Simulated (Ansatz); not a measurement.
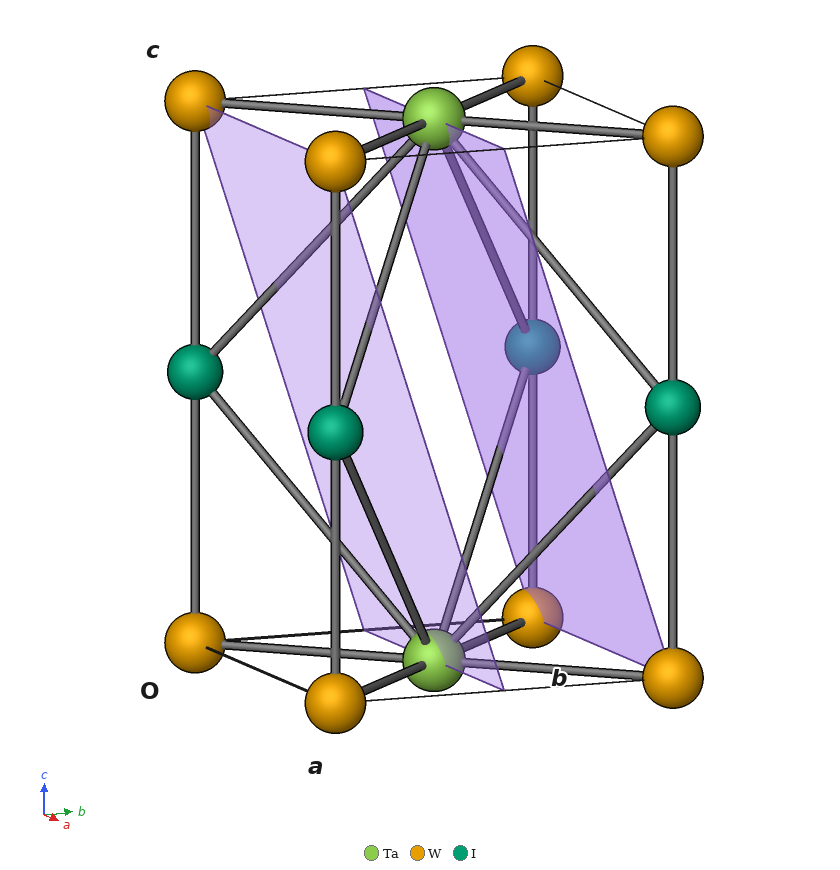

Crystal: TaWI, coordinates from a relaxation with DFT PBE, scalar-relativistic, plane waves, PAW (Ansatz); the starting structure was generated, so it need not be a known form of this composition. Every member of one family of equally spaced planes, hx + ky + lz = a whole number, that cuts the unit cell is shaded (one member passes through the origin O, touching the cell only at an edge or corner). The drawing is computed from the coordinates (standard cell, symmetry found to 0.002 Å).

a = 3.716 Å, b = 3.716 Å, c = 5.598 Å, α = 90.00°, β = 90.00°, γ = 90.00°.

What are the Miller indices?

Answer. (0 2 1); the opposite sign names the same planes. The member next to the origin meets the axes a never, b at 1/2, c at 1.

What is the spacing?

Answer. d = 1.763 Å.

Which atoms of the cell lie in these planes (within 0.03 Å)?

Answer. The Ta atom, the W atom.
